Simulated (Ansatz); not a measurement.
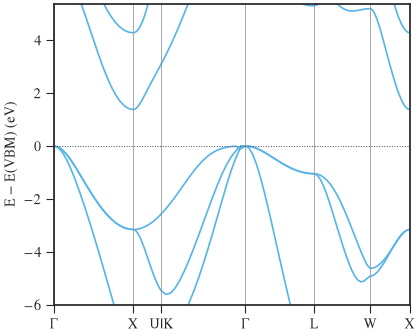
Band structure from PBE (plane waves, PAW; program Ansatz)

Task: Read off the gap and where the band edges lie.

Result: About 1.4 eV (1.37 eV by a search for the band edges); maximum at Γ, minimum at X.

The material is SiC (zinc blende, F-43m).

The PBE relaxation kept the symmetry of its start; phonons on a q-mesh show no instability.

Potentials: the later of the program's two PAW sets.
